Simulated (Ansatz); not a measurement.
## Frequency calculation of InHCl2O

- system: InHCl2O
- method: PBE/def2-SVP, RKS, core potentials def2-SVP (Ansatz 0.2.0)

The geometry was optimised with PBE/def2-SVP. Figures and captions count atoms from 1; the log counts them from 0 in places.

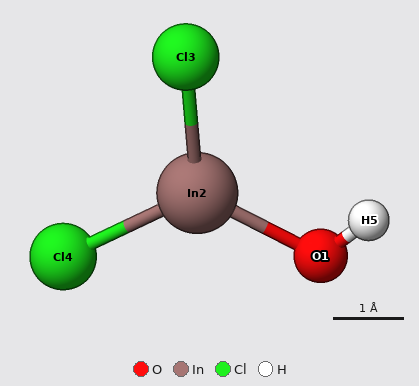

Figure 1. The structure as given in the input (ball-and-stick view, seen at a tilt; atoms are numbered from 1 in the order of the input). Sticks mark near contacts. Bond lengths as drawn: Cl–In 2.34 to 2.36 Å, H–O 0.98 Å and In–O 2.01 Å.

**Input file**
```yaml
basis:
  gaussian:
    orbitals: def2-SVP
crystal:
  periodic: [false, false, false]
  atoms:
    - {symbol: O, position_ang: [-0.372164, 1.558121, -0.149231]}
    - {symbol: In, position_ang: [-0.082152, -0.428005, -0.097039]}
    - {symbol: Cl, position_ang: [1.759537, -1.358963, 1.041548]}
    - {symbol: Cl, position_ang: [-1.605917, -1.832531, -1.189280]}
    - {symbol: H, position_ang: [0.350596, 1.987678, 0.352502]}
hamiltonian:
  xc: {name: PBE}
phonons:
  temperatures:
    t_min: 298.15
    t_max: 298.15
    t_step: 1
```

Launched with:
```bash
ansatz run job.yaml --threads 1 --pin off --max-ram 3480MiB --events-out events.jsonl --progress --plain --runs-dir runs
```

**Output**
```
Functional definition: PBE
  name "PBE"
  parameter kappa = 0.804
  parameter beta = 0.06672455060314922
  exchange = pbe_x(kappa = kappa, mu = beta*pi^2/3)
  correlation = pbe_c(beta = beta)
907 factors; their error is unknown
mean field evaluation 1: about -32255.6150 eV, gradient 6.3e1 eV
mean field evaluation 2: about -32131.4049 eV, gradient 1.8e2 eV
mean field evaluation 4: about -32262.1364 eV, gradient 2.2e1 eV
mean field evaluation 8: about -32263.5214 eV, gradient 2.4e-1 eV
mean field evaluation 16: about -32263.4840 eV, gradient 1.2e-3 eV
mean field -32263.48404908 eV, -1185.6611698288 hartree, gradient 4.9e-5 eV, S^2 0.000000; 0 other end points of the search recorded, 0 dependent functions left out
the calculation of the forces begins
reference -32263.48409415 eV, -1185.6611714850 hartree; 32, 32 occupied and 49, 49 virtual orbitals, 907 factors
these checks for a lower state are left out or cut short: stability, starts, cluster_reference, orbital_swaps, neighbouring_geometries, increment
907 factors; their error is unknown
mean field -32263.48396267 eV, -1185.6611666532 hartree, gradient 2.9e-6 eV, S^2 0.000000; 0 other end points of the search recorded, 0 dependent functions left out
[... from here on the field's lines of each further geometry are left out, up to the last ...]
the calculation of the forces begins
reference -32263.48405686 eV, -1185.6611701145 hartree; 32, 32 occupied and 49, 49 virtual orbitals, 907 factors
these checks for a lower state are left out or cut short: stability, starts, cluster_reference, orbital_swaps, neighbouring_geometries, increment
907 factors; their error is unknown
mean field -32263.48400791 eV, -1185.6611683158 hartree, gradient 1.5e-6 eV, S^2 0.000000; 0 other end points of the search recorded, 0 dependent functions left out
the calculation of the forces begins
reference -32263.48405298 eV, -1185.6611699720 hartree; 32, 32 occupied and 49, 49 virtual orbitals, 907 factors
Total energy: -32263.48409415 eV, -1185.6611714850 hartree
Atom 0 at    -0.372164     1.558121    -0.149231 Å, force    -0.000455    -0.000349    -0.000335 eV/Å
Atom 1 at    -0.082152    -0.428005    -0.097039 Å, force    -0.000530    -0.000340    -0.000333 eV/Å
Atom 2 at     1.759537    -1.358963     1.041548 Å, force    -0.000102     0.000550    -0.000040 eV/Å
Atom 3 at    -1.605917    -1.832531    -1.189280 Å, force    -0.000055    -0.000434    -0.000077 eV/Å
Atom 4 at     0.350596     1.987678     0.352502 Å, force     0.001141     0.000573     0.000785 eV/Å
Dipole moment:     0.175188     0.262410     0.132534 e Å
Vibrations: 86.51 106.53 107.20 279.21 339.89 379.54 586.93 853.05 3686.02 cm⁻¹, zero-point energy 0.398292 eV
```

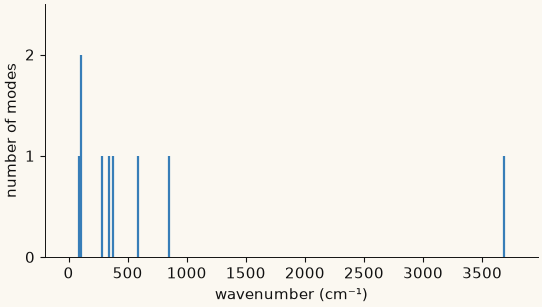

Figure 2. Harmonic vibrational wavenumbers from the force constants; neighbouring modes closer than 16 cm⁻¹ are counted in one stick. 9 modes from 87 to 3686 cm⁻¹, none imaginary.

**Results in brief**

| quantity | value |
| --- | --- |
| outcome | converged |
| total energy | −1185.661171 hartree |
| basis functions | 81 |
| largest force | 0.001 eV/Å |
| zero-point energy | 0.014637 hartree |
| dipole moment | 1.64 D |
| wavenumbers, lowest and highest | 87 and 3686 cm⁻¹ |
| hardware | 1 thread of AMD EPYC (Zen 5), 16 GiB of memory available, shared host |
| wall time | 18 s |
| peak memory | 0.13 GiB |
